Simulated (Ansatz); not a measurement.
**CH₅ClFGaO: density, localisation and related maps**

```xyz
10

Ga   -0.4023   -0.3900   -0.2354
F     0.3223   -1.2984   -1.5983
C     0.3157   -0.5727    1.5733
Cl   -2.4719    0.1745   -0.7031
H     0.7905    0.8101   -1.9775
O     0.4163    1.3087   -1.2259
H    -0.4907   -0.5487    2.3197
H     0.8656   -1.5212    1.6627
H     1.0101    0.2583    1.7708
H    -0.3557    1.7794   -1.5864
```

The calculation used Ansatz, RKS B3LYP-D4/def2-SVP.

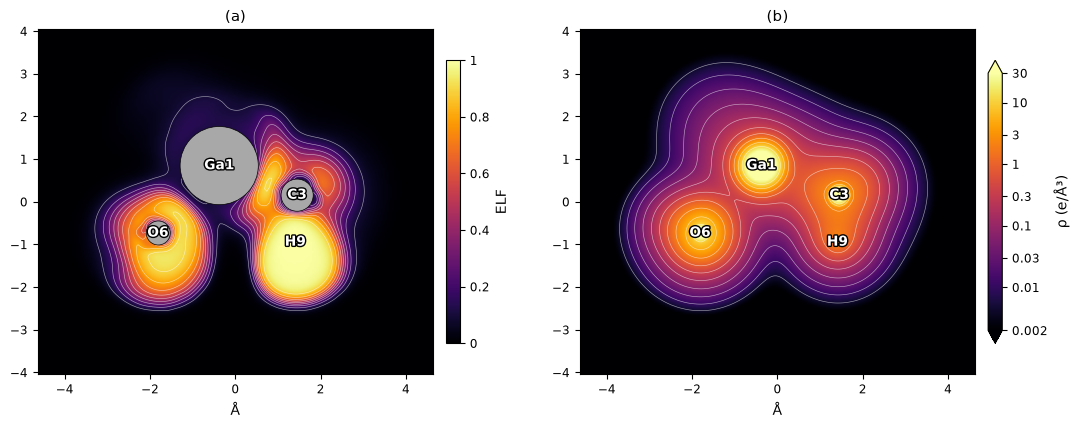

Figure 1. (a) ELF; (b) total electron density on the plane of atoms Ga1, C3 and H9. Grey discs cover the atomic cores in the ELF map.

**Describe what can be read from this map.**

- The plane passes through Ga, C, O and H nuclei.
- C–Ga (1.95 Å): the density is about 0.81 e/Å³ at the midpoint; the ELF peaks at about 0.90 in the valence shell of C, 0.7 Å from its nucleus, and is about 0.60 at the midpoint.
- Ga–O (2.13 Å): ρ is about 0.39 e/Å³ halfway; the ELF peaks at about 0.90 in the valence shell of O, 0.6 Å from its nucleus, and is about 0.20 at the midpoint.
- C–H (1.10 Å): ρ at the midpoint is about 1.9 e/Å³; the ELF climbs to about 1 towards the hydrogen, as it does in any bond to H (a covalent bond by its length).
- The ELF also peaks beside O6, away from the bonds: lone-pair regions.

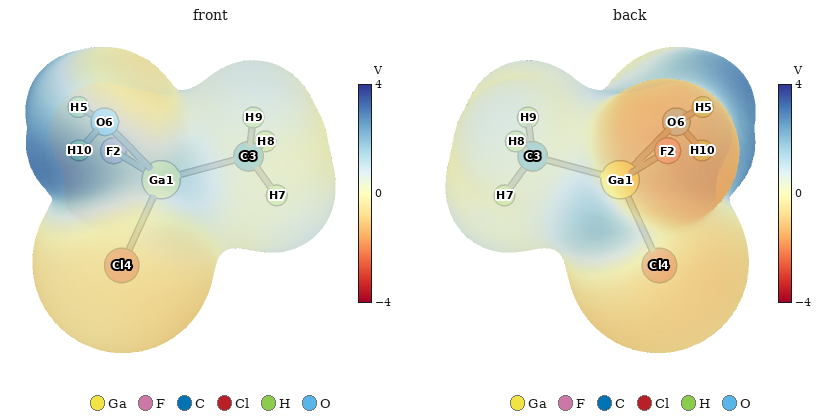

Figure 2. The electrostatic potential painted on the density surface at 0.002 e/bohr³, seen from the front and from behind; the colour scale runs from red (negative) to blue (positive).

**Where is the surface potential most negative and most positive?**

The most negative region (about −1.7 V, or −39 kcal/mol for a unit charge) lies over F2, the most positive (about +3.0 V, or +69 kcal/mol for a unit charge) over H10.

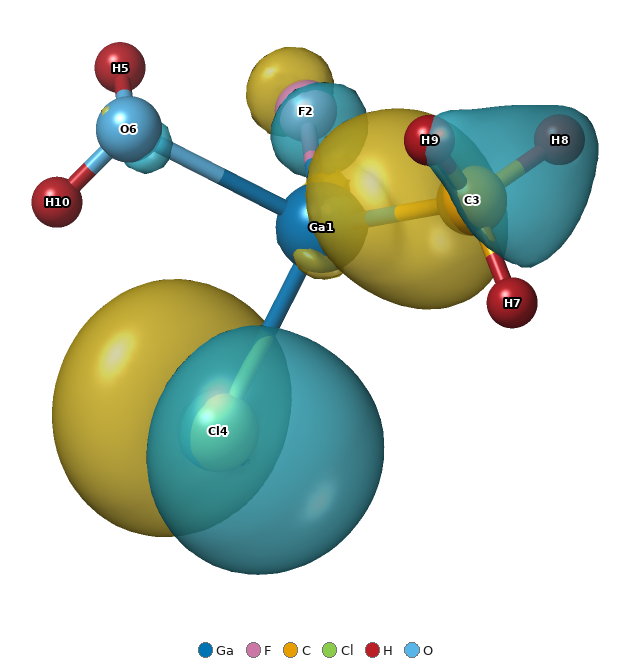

Figure 3. The HOMO at ±0.1 Å⁻³ᐟ² (yellow and cyan are the two phases), seen at a tilt.

**What is the character of this orbital?**

Its weight (Hirshfeld) is mainly on Cl4 (about 70 %), C3 (about 10 %) and Ga1 (about 10 %); largely a lone pair of Cl4. Its energy is −8.00 eV.
